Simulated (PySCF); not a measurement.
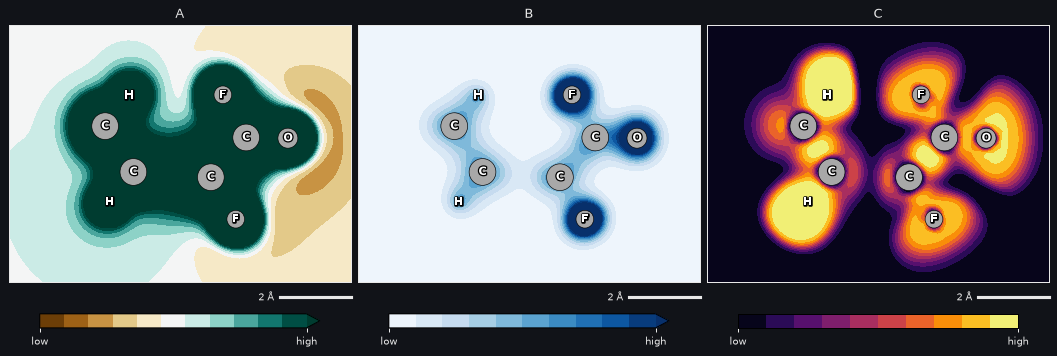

C6H8F2O: 3 fields on the plane of atoms O7, C6 and F8, with unlabelled colour scales. Grey discs cover the atomic cores.

Geometry: GFN2-xTB.

Level of theory: PBE0/pcSseg-1, SCF density, gas phase, non-relativistic in PySCF 2.14.0.

Question: The panels show electron density, electron localisation function and electrostatic potential in some order. Assign them.

Answer: Panel A: electrostatic potential (strongly positive close to the atoms, with negative regions outside electron-rich atoms). Panel B: electron density. Panel C: electron localisation function. From the grid: C–O (1.18 Å): ρ is about 3.6 e/Å³ halfway; the ELF peaks at about 0.85 between the atoms; a multiple bond. C–F (1.37 Å): ρ at the midpoint is about 2.1 e/Å³, with its minimum of 1.7 e/Å³ about 0.5 Å from C; the ELF peaks at about 0.80 between the atoms, as expected for a polar covalent bond.
